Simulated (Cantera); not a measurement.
Feed: 1 mol MgO, 0.33 mol CH₄, 0.83 mol H₂, equilibrated at 1825 K.

Cantera equilibrium calculation (NASA polynomials, part measured and part estimated; ideal gas, pure solids and liquids). Candidate condensed phases: C, C₆H₆, C₇H₈, C₈H₁₈, H₂O, Mg, MgCO₃, MgO, Mg(OH)₂; 116 gas species. The tables' values for MgH are old estimates; treat these amounts as uncertain. Equilibrium is a limit: real reactors are often held back by kinetics, nucleation or transport.

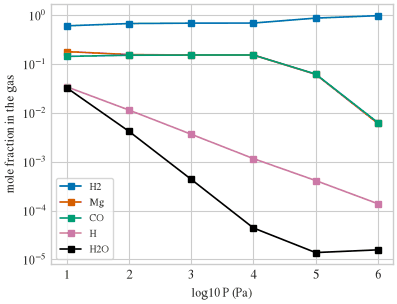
Figure. Equilibrium gas composition (values under 1e-9 drawn at 1e-9)

From 10.0 Pa to 0.100 bar the condensed part is MgO(s). From 1.00 bar to 10.0 bar the condensed part is C(graphite) + MgO(s). The main Mg-bearing gas is Mg throughout. The share of Mg in condensed phases is highest at 10.0 bar (99.0 %) and lowest at 10.0 Pa (59.1 %).
